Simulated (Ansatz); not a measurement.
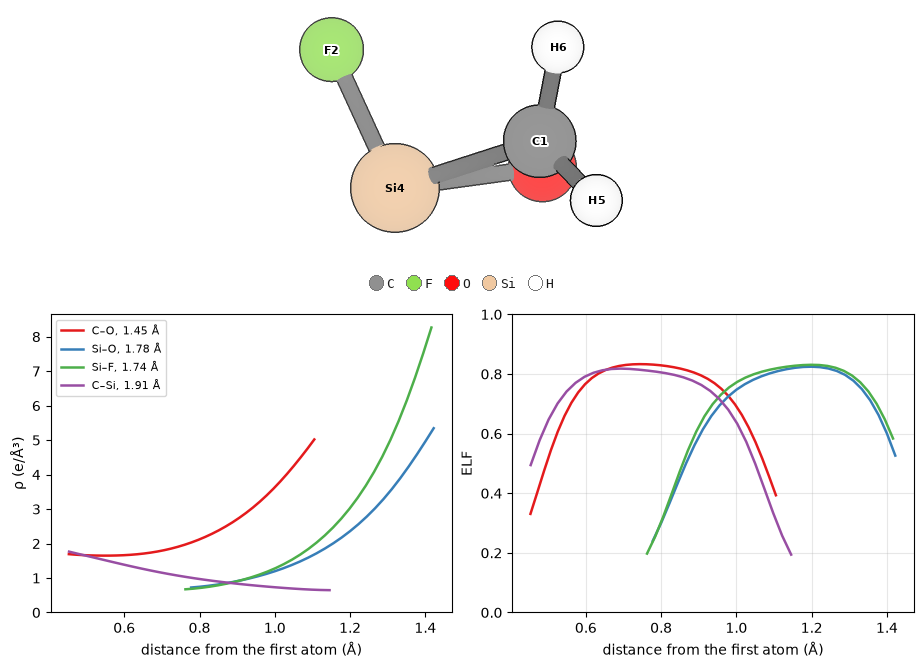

Figure 1: CH₂FOSi (charge −1). Electron density and electron localisation function along straight lines between neighbouring atoms. The curves leave out the atomic cores. The structure is drawn too.

Geometry: B3LYP-D3(BJ)/def2-SVPD.

Computed with isolated molecule in a Gaussian basis; Kohn-Sham density functional theory, functional PBE0 in Ansatz.

```yaml
atoms:
  - { symbol: C, position_ang: [-1.4509, -1.0366, 1.0321] }
  - { symbol: F, position_ang: [-3.5618, 0.0398, 2.5366] }
  - { symbol: O, position_ang: [-2.5270, -0.7205, 0.1145] }
  - { symbol: Si, position_ang: [-3.2390, -1.3930, 1.5981] }
  - { symbol: H, position_ang: [-0.7539, -1.7996, 0.6436] }
  - { symbol: H, position_ang: [-0.9140, -0.1415, 1.3903] }
```

Question: Compare the contacts.

Answer: C–O (1.45 Å): ρ is about 1.9 e/Å³ halfway, with its minimum of 1.6 e/Å³ about 0.5 Å from C; the ELF peaks at about 0.85 between the atoms; a shared but strongly polarised pair.
Si–O (1.78 Å): ρ at the midpoint is about 0.89 e/Å³; the ELF peaks at about 0.80 between the atoms; a polar covalent bond.
Si–F (1.74 Å): ρ is about 0.84 e/Å³ halfway; the ELF peaks at about 0.85 in the valence shell of F, 0.5 Å from its nucleus, and is about 0.55 at the midpoint.
C–Si (1.91 Å): ρ is about 0.78 e/Å³ halfway; the ELF peaks at about 0.80 between the atoms (a shared electron pair).
